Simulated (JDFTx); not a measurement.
| Property | Result |
|---|---|
| surface | ScAl3(100), Al outermost, slab composition ScAl5 |
| bulk | ScAl3, Pm-3m, lattice of mp-2121 (not re-optimised) |
| slab | 6 atoms in 3 planes, 1x1, 4.2 Å between the outermost planes |
| in-plane cell | 4.088 × 4.088 Å, 16.71 Å² |
| cell height | 20.1 Å |
| sampling | 6×6×1 k mesh, Fermi smearing 0.01 Ha, no spin polarisation |

Whether this polymorph is the ambient one wasn't checked. Neither spin polarisation nor a larger cell was tried.

Level of theory: PBE, GBRV ultrasoft potentials, plane waves to 20/100 Ha; code: a modified build of JDFTx. Liquid on both sides: linear PCM (GLSSA13), water, 1 M KCl; nuclei fixed, outer atoms relaxed in vacuum. Potentials refer to SHE, placed 4.44 V below the bulk liquid's zero by convention. The surface is an ideal bare cut with both faces alike: no reconstruction, overlayer or explicit solvent molecules. Convergence in thickness and k mesh wasn't tested for this slab.

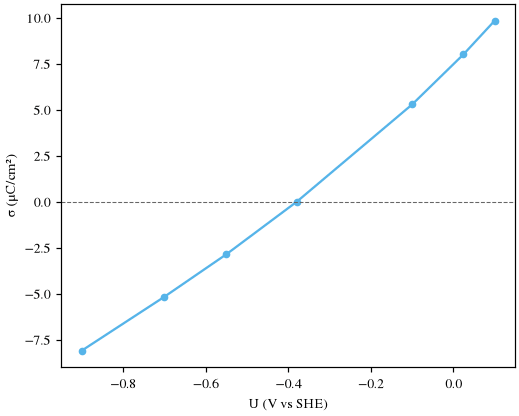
Surface charge density of ScAl3(100) against potential

Question: Read off the potential of zero charge and the mean capacitance σ/(U − U_pzc) at the computed points next to it.

Answer: U_pzc ≈ -0.38 V. At -0.55 V it is about 17 μF/cm². At -0.10 V it is about 19 μF/cm².
